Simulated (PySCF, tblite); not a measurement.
# C9H8S: excited states

What do calculations give for the excited states of C9H8S (`S=C/C=C/c1ccccc1`)?

Programs: tblite 0.8.0 and PySCF 2.14.0, with routines of our own; each step states its level. All values are computed. Atoms count from 0.

## 1. The system as given

18 atoms, charge 0, multiplicity 1; geometry from: force field or distance geometry start.

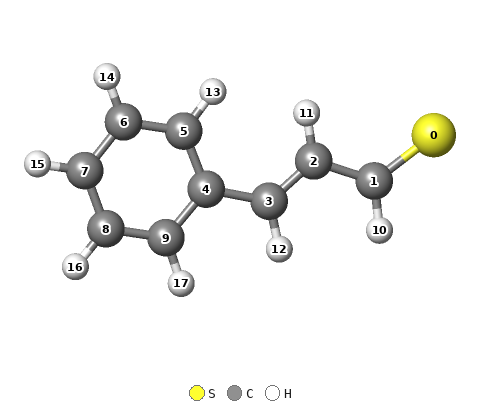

The starting geometry (sulfur yellow, carbon grey, hydrogen white).

## 2. Optimising the geometry with GFN2-xTB

Job settings and geometry (Å):

```
{"job": {"kind": "relax", "xc": "GFN2-xTB", "basis": "xTB"}, "charge": 0, "multiplicity": 1}
S      5.072900     0.590600     0.001600
C      3.658900    -0.300100     0.189900
C      2.305900     0.235900     0.011500
C      1.241700    -0.561900     0.183900
C     -0.177400    -0.192100     0.051400
C     -0.609500     1.094000    -0.320100
C     -1.966000     1.392000    -0.445000
C     -2.914600     0.407900    -0.201400
C     -2.509500    -0.881300     0.155100
C     -1.157400    -1.172700     0.281900
H      3.711400    -1.370500     0.487100
H      2.210000     1.278200    -0.274300
H      1.404300    -1.605400     0.488300
H      0.108500     1.893600    -0.513400
H     -2.283500     2.399800    -0.720500
H     -3.981200     0.634700    -0.290100
H     -3.254400    -1.648200     0.342300
H     -0.868900    -2.188100     0.560200
```

Started as:

```console
$ OMP_NUM_THREADS=1 python excited_run.py task.json out
```

This one command runs all jobs of the session in turn.

Standard output:

```text
step      E/eV     max force
  0    -721.83402    1.925
  1    -721.92737    0.763
  2    -721.96180    0.497
  3    -721.97809    0.324
  4    -721.98323    0.216
  5    -721.98718    0.161
  6    -721.98922    0.171
  7    -721.99171    0.144
  8    -721.99352    0.112
  9    -721.99476    0.118
 10    -721.99539    0.087
 11    -721.99576    0.046
 12    -721.99599    0.045
 13    -721.99616    0.036
 14    -721.99630    0.039
 15    -721.99644    0.038
 16    -721.99661    0.040
 17    -721.99682    0.039
 18    -721.99704    0.040
 19    -721.99721    0.031
 20    -721.99733    0.027
 21    -721.99745    0.030
 22    -721.99765    0.040
 23    -721.99793    0.036
 24    -721.99819    0.036
 25    -721.99839    0.034
 26    -721.99855    0.033
 27    -721.99874    0.036
 28    -721.99894    0.032
 29    -721.99906    0.017
 30    -721.99910    0.013
 31    -721.99911    0.011
 32    -721.99913    0.012
 33    -721.99914    0.009
```

Wall time 0.41 s (1 thread of Arm Neoverse N1, shared host).

The steps of the relaxation: (not every step is listed)

```csv
step,energy from step 0 (eV),largest force (eV/Å)
0,0.0000,1.9253
1,-0.0933,0.7631
2,-0.1278,0.4975
3,-0.1441,0.3242
4,-0.1492,0.2164
5,-0.1532,0.1608
6,-0.1552,0.1710
7,-0.1577,0.1441
8,-0.1595,0.1119
10,-0.1614,0.0873
12,-0.1620,0.0445
14,-0.1623,0.0388
16,-0.1626,0.0399
18,-0.1630,0.0401
20,-0.1633,0.0271
22,-0.1636,0.0401
24,-0.1642,0.0358
26,-0.1645,0.0331
28,-0.1649,0.0321
29,-0.1650,0.0171
30,-0.1651,0.0135
31,-0.1651,0.0114
32,-0.1651,0.0115
33,-0.1651,0.0094
```

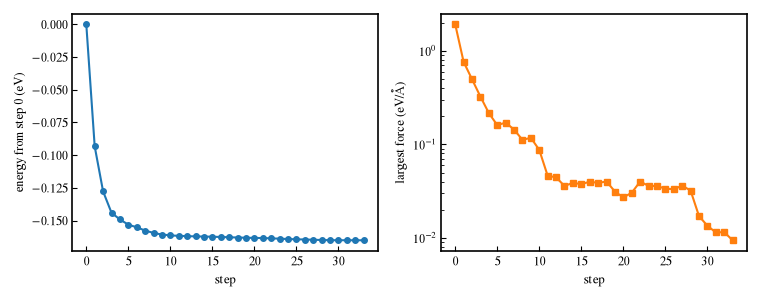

Energy and force, step by step.

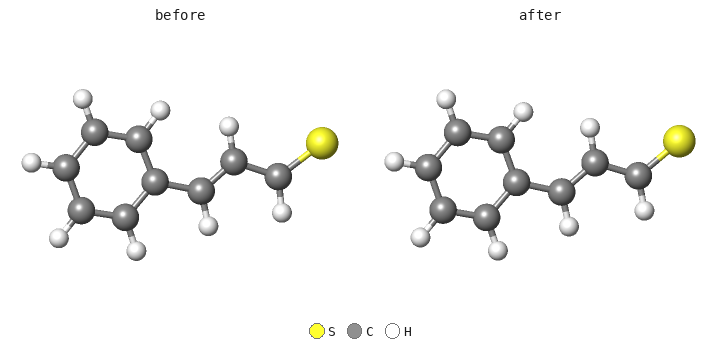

The geometry before (left) and after (right).

Distances of close pairs at the start and the end, largest changes first:

```csv
bond,before (Å),after (Å),change (Å)
C1–C2,1.466,1.415,-0.051
S0–C1,1.682,1.636,-0.046
C3–C4,1.472,1.442,-0.031
C1–H10,1.112,1.087,-0.025
C3–H12,1.099,1.084,-0.015
C5–C6,1.394,1.380,-0.015
C7–H15,1.094,1.080,-0.014
C5–H13,1.092,1.079,-0.013
```

The end geometry stands in the next job.

## 3. Infrared spectrum with GFN2-xTB

Job settings and geometry (Å):

```
{"job": {"kind": "ir", "xc": "GFN2-xTB", "basis": "xTB"}, "charge": 0, "multiplicity": 1}
S      4.943120     0.656712    -0.022229
C      3.613524    -0.272452     0.187330
C      2.291191     0.201921     0.015689
C      1.207077    -0.588033     0.194790
C     -0.176940    -0.211292     0.050359
C     -0.585292     1.078766    -0.310472
C     -1.925350     1.382932    -0.435420
C     -2.890387     0.413873    -0.204113
C     -2.504331    -0.867895     0.156393
C     -1.165376    -1.176912     0.282196
H      3.744174    -1.312335     0.475458
H      2.193172     1.239748    -0.268270
H      1.377670    -1.620890     0.477579
H      0.150582     1.845618    -0.493973
H     -2.223398     2.382683    -0.715213
H     -3.937644     0.657580    -0.304343
H     -3.251396    -1.626133     0.339334
H     -0.869156    -2.177573     0.563248
```

Standard output:

```text
mode    cm-1     km/mol
  1      35.2      1.83
  2      91.4      2.30
  3     113.1      0.59
  4     136.5      2.24
  5     273.3      2.92
  6     283.7      0.41
  7     293.7      1.19
  8     364.7      0.01
  9     474.9      0.98
 10     481.0      4.83
 11     574.9      3.66
 12     589.3      0.11
 13     655.1      3.53
 14     738.6     24.58
 15     795.0      0.93
 16     813.8      0.46
 17     846.9      0.33
 18     863.2      0.00
 19     900.0      0.01
 20     927.4      0.03
 21     932.5      0.23
 22     986.3      2.27
 23     988.8     19.22
 24    1028.1      8.60
 25    1082.9      1.80
 26    1120.9      1.23
 27    1175.6     29.46
 28    1181.9      5.71
 29    1198.0     36.67
 30    1208.3     66.01
 31    1249.4      0.97
 32    1274.0     12.48
 33    1304.5      0.07
 34    1332.0      1.23
 35    1352.5     63.49
 36    1431.3     10.00
 37    1470.4      0.41
 38    1561.3    164.30
 39    1573.4     36.60
 40    1601.7     27.15
 41    2974.7     22.74
 42    3039.4     19.57
 43    3073.4      9.57
 44    3079.6      0.15
 45    3085.8     57.14
 46    3088.5      9.86
 47    3095.1     70.28
 48    3104.9     28.02
```

Wall time 1.2 s (1 thread of Arm Neoverse N1, shared host).

Which atoms move in the most intense modes:

```csv
cm⁻¹,km/mol,atoms
1176,29.5,"H10 20 %, H12 19 %, H17 17 %"
1198,36.7,"H16 23 %, C1 16 %, H11 16 %, H13 11 %"
1208,66.0,"H11 25 %, H10 16 %, H13 15 %, C1 13 %"
1352,63.5,"C1 27 %, H10 16 %"
1561,164.3,"C3 27 %, C2 22 %, C5 13 %"
1573,36.6,"C7 23 %, C4 19 %, C9 16 %, C6 15 %"
3086,57.1,"H16 35 %, H14 28 %, H17 14 %"
3095,70.3,"H15 43 %, H16 28 %"
```

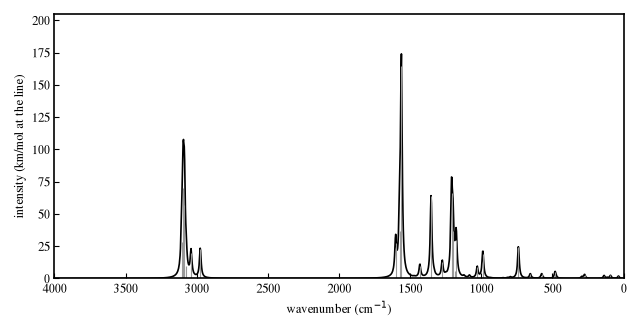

The infrared spectrum from these modes, unscaled. Lines are broadened to a width of 14 cm⁻¹ (Lorentzian).

## 4. Excited states: TDA wB97X-D/def2-SVP

Settings changed since step 3:

```diff
@@ -1,2 +1,2 @@
-{"job": {"kind": "ir", "xc": "GFN2-xTB", "basis": "xTB"}, "charge": 0, "multiplicity": 1}
+{"job": {"kind": "states", "xc": "wB97X-D", "basis": "def2-SVP", "tda": true, "soc": true, "nstates": 6, "ntriplets": 4, "nquad": 4}, "charge": 0, "multiplicity": 1}
 S      4.943120     0.656712    -0.022229
```

Method: TDA wB97X-D/def2-SVP excited states, vertical, gas phase, spin-orbit mean-field couplings.

Standard output:

```text
coarse grid: 16360 points
cycle   1  E = -745.2593606734  dE =  2.078e+00  |g| = 4.163e-01  |ddm| = 5.322e+00
cycle   2  E = -745.2609959261  dE = -1.635e-03  |g| = 4.960e-01  |ddm| = 1.713e+00
cycle   3  E = -745.3301117047  dE = -6.912e-02  |g| = 5.193e-02  |ddm| = 9.233e-01
cycle   4  E = -745.3311790817  dE = -1.067e-03  |g| = 2.474e-02  |ddm| = 1.347e-01
cycle   5  E = -745.3314124716  dE = -2.334e-04  |g| = 8.235e-03  |ddm| = 6.215e-02
cycle   6  E = -745.3314439354  dE = -3.146e-05  |g| = 3.104e-03  |ddm| = 2.023e-02
cycle   7  E = -745.3314525365  dE = -8.601e-06  |g| = 1.190e-03  |ddm| = 1.539e-02
final grid: 155600 points
cycle   8  E = -745.4242854646  dE = -9.607e-05  |g| = 3.818e-03  |ddm| = 5.744e-02
cycle   9  E = -745.4242885662  dE = -3.102e-06  |g| = 3.396e-03  |ddm| = 1.052e-02
cycle  10  E = -745.4242915264  dE = -2.960e-06  |g| = 6.699e-04  |ddm| = 6.475e-03
cycle  11  E = -745.4242917555  dE = -2.291e-07  |g| = 4.730e-04  |ddm| = 1.730e-03
cycle  12  E = -745.4242918399  dE = -8.434e-08  |g| = 1.312e-04  |ddm| = 1.310e-03
cycle  13  E = -745.4242918493  dE = -9.397e-09  |g| = 4.832e-05  |ddm| = 5.052e-04
cycle  14  E = -745.4242918506  dE = -1.329e-09  |g| = 1.701e-05  |ddm| = 2.141e-04
cycle  15  E = -745.4242918507  dE = -1.180e-10  |g| = 4.206e-06  |ddm| = 4.336e-05
converged SCF energy = -745.4242918507

Singlet excitations
state   eV       nm        f     d(h-e)  d(exc)  Lambda  PR(NTO)  |dmu|/D   mu/D   main configurations
  1   2.1159   586.0   0.00001   1.578   3.138   0.401   1.001    3.977    0.514   H->L 0.90
  2   4.3467   285.2   1.39813   1.082   3.949   0.803   1.088    3.135    7.346   H-1->L 0.94
  3   4.8735   254.4   0.01158   1.516   3.998   0.456   1.608    4.703    8.890   H-2->L 0.67, H-1->L+1 0.17
  4   5.7026   217.4   0.00002   3.582   4.623   0.243   1.007    7.940    3.960   H->L+2 0.49, H->L+1 0.23, H->L+3 0.18
  5   6.0076   206.4   0.02215   0.425   4.695   0.747   1.957                     H-3->L 0.52, H-1->L+1 0.20, H-1->L+2 0.19
  6   6.1455   201.7   0.25104   0.561   4.208   0.601   2.244                     H-1->L+1 0.42, H-2->L 0.21, H-3->L 0.19

Triplet excitations (Tamm-Dancoff)
state   eV     d(h-e)  d(exc)  Lambda  PR(NTO)   main configurations
  1   1.6462   1.500   3.060   0.398   1.002   H->L 0.88, H->L+2 0.09
  2   2.0428   0.137   3.404   0.811   1.089   H-1->L 0.88
  3   3.7373   0.119   2.931   0.781   2.015   H-3->L 0.47, H-1->L+2 0.24
  4   4.2349   1.593   3.744   0.440   1.126   H-2->L 0.74, H-2->L+2 0.14
S1 - T1 = 0.4697 eV

Spin-orbit couplings |<S|Hso|T>| (cm-1)
             T1       T2       T3       T4
S0      160.520    0.106    0.066    0.010
S1        0.298  105.576   67.482    6.560
S2       80.301    0.051    0.075    0.033
S3        0.722    0.008    0.022    0.002
S4        0.861   11.445   37.032    2.722
S5       51.622    0.593    0.324    0.035
S6       51.049    1.828    1.069    0.108
T1 sublevels (cm-1): 0.000 0.000 5.292   radiative rates (1/s): 0.264 0.339 1.16e+04
```

Run time: 85 s. Hardware: 1 thread of Arm Neoverse N1, shared host; peak memory 0.82 GiB.

Key values:

```csv
quantity,value
S1 less T1,0.47 eV
```

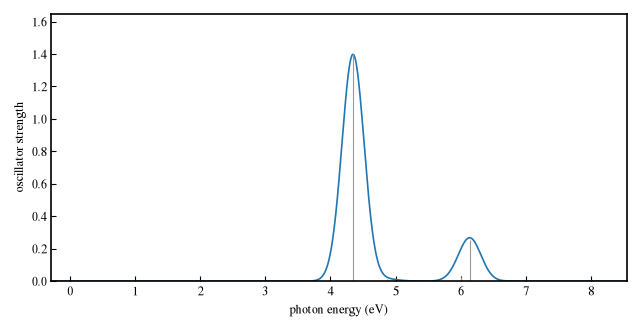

Absorption lines of the singlets. Lines are broadened to a width of 0.40 eV (Gaussian).

Orbitals, density, ELF and potential are computed afterwards from the orbital file.

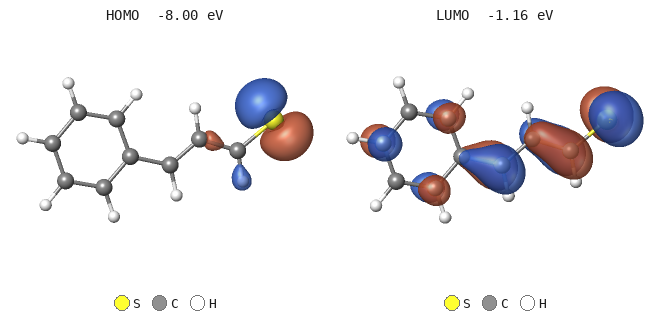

Frontier orbitals at wB97X-D/def2-SVP; each surface holds 70 % of the orbital's density, blue and red mark the sign.

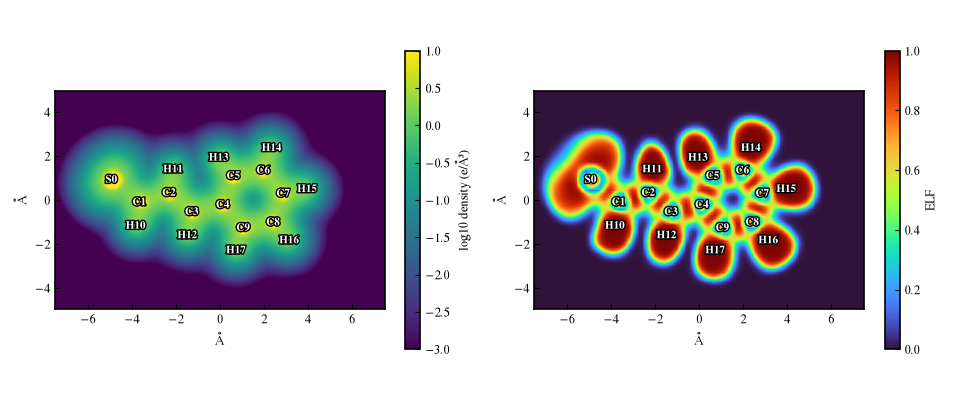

Density (left) and ELF (right) in a plane through or near 18 of the atoms.

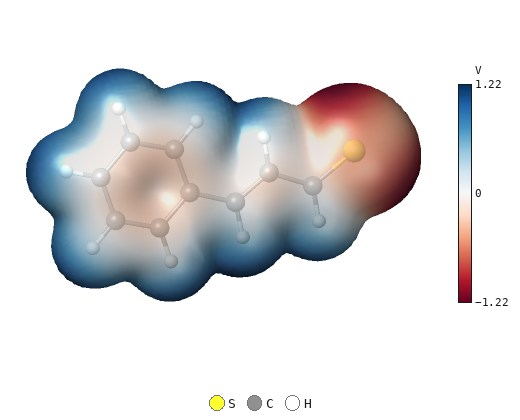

Electrostatic potential on the surface of density 0.002 e/bohr³; red is low, blue high. It runs, from the 1st to the 99th percentile, from -1.22 V near S0 to 1.18 V near H12.

## 5. What came out

```
                                 quantity                  value
strongest single infrared mode (GFN2-xTB)  1561 cm⁻¹, 164 km/mol
             zero-point energy (GFN2-xTB)          85.6 kcal/mol
S1 less T1 (step 4, TDA wB97X-D/def2-SVP)                0.47 eV
    surface potential, 1st and 99th percentile     -1.22 V and 1.18 V
```

**Reading.** All 48 modes are real, so the xTB geometry is a minimum. The strongest single mode, at 1561 cm⁻¹, is spread over many atoms; the largest shares are those of C3, C2. Unscaled tight-binding wavenumbers are off by several per cent, some by more. Its intensities can rank the bands wrongly. In step 4, the number of triplets below S1 is 2, and the largest singlet-triplet spin-orbit coupling is S0–T1, 160.52 cm⁻¹. By nearest atom (wB97X-D/def2-SVP), the HOMO sits on S0 86 % and the LUMO on S0 28 %; C1, C3 about 18 % each.
